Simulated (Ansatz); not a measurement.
The calculation's input:

```
basis:
  gaussian: {orbitals: def2-TZVPD}
crystal:
  periodic: [false, false, false]
  atoms:
    - {symbol: C, position_ang: [-1.181423, -0.243672, 0.301196]}
    - {symbol: "N", position_ang: [-1.458297, -0.543267, -1.091352]}
    - {symbol: S, position_ang: [-1.014086, -1.761656, 1.297748]}
    - {symbol: H, position_ang: [-2.334482, -1.043168, -1.186667]}
    - {symbol: H, position_ang: [-1.511498, 0.307500, -1.641185]}
    - {symbol: H, position_ang: [-1.961902, 0.321431, 0.826924]}
    - {symbol: H, position_ang: [-0.258539, 0.332634, 0.359769]}
    - {symbol: H, position_ang: [-0.024482, -2.302753, 0.566589]}
output: {forces: true, orbitals: {seedname: orbitals}}
hamiltonian: {xc: pbe0}
```

Command:

```sh
ansatz run input.yaml --threads 2 --pin off --max-ram 4350MiB --events-out events.jsonl --progress --plain --runs-dir runs
```

Geometry: B3LYP-D4/def2-TZVP.

These are results of isolated molecule in a Gaussian basis; Kohn-Sham density functional theory, functional PBE0 in Ansatz 0.2.0, not measurements.

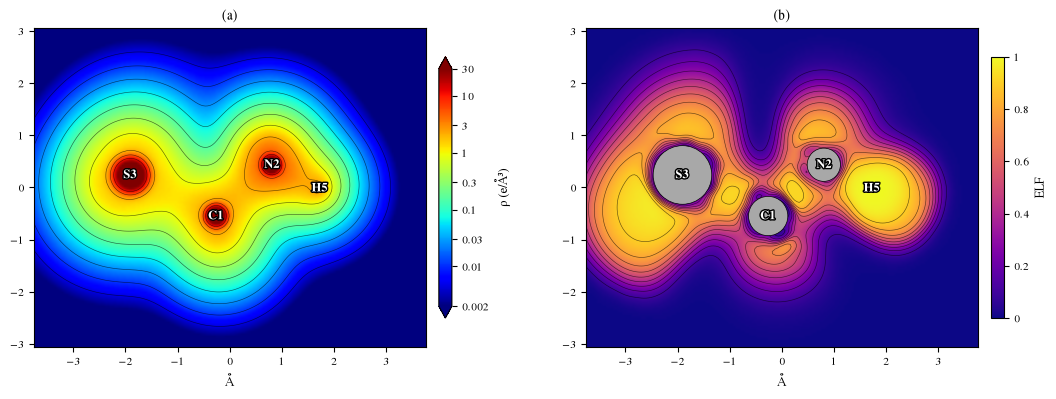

CH₅NS. (a) total electron density; (b) electron localisation function on the plane of atoms C1, N2 and H5. Grey discs cover the atomic cores in the ELF map.

Interpret the plot.

Answer. The section cuts through C, N, S and H sites. C–N (1.45 Å): ρ at the midpoint is about 1.9 e/Å³; the ELF peaks at about 0.90 between the atoms, as expected for a covalent bond. C–S (1.82 Å): ρ at the midpoint is about 1.2 e/Å³; the ELF peaks at about 0.90 between the atoms (a covalent bond). N–H (1.01 Å): ρ is about 2.9 e/Å³ halfway; the ELF climbs to about 1 towards the hydrogen, as it does in any bond to H (an ordinary covalent bond to hydrogen). The ELF also peaks beside S3, away from the bonds: lone-pair regions.
